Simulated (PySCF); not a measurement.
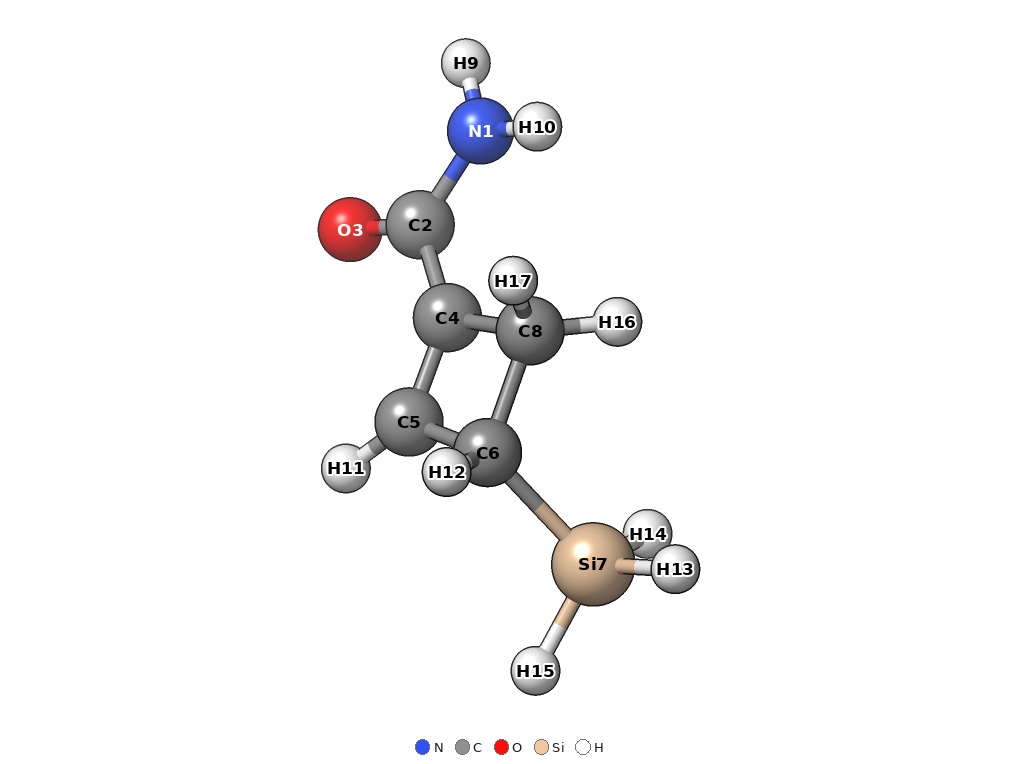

Computed geometry: GFN2-xTB optimisation. No frequency run is at hand to confirm it as a minimum. Electric field gradients from the ground-state density, PBE0/pcSseg-1 (PySCF 2.14.0), non-relativistic apart from any core potentials.

Give the largest field-gradient component, the quadrupole coupling constant and the asymmetry for 14N at N1 (Q = 20.44 mb), 17O at O3 (Q = −25.6 mb), 2H at H9 (Q = 2.86 mb), 2H at H10 (Q = 2.86 mb), 2H at H11 (Q = 2.86 mb), 2H at H12 (Q = 2.86 mb).

```tsv
atom	V_zz (a.u.)	e²qQ/h (MHz)	η
N1	−0.973	−4.67	0.01
O3	−1.606	9.66	0.07
H9	0.418	0.281	0.18
H10	0.425	0.285	0.20
H11	0.340	0.229	0.01
H12	0.311	0.209	0.01
```

The geometry is semi-empirical. Around Si such bond lengths and angles can be off by a tenth of an ångström or more and by several degrees, and values that hang on the shape move with them.
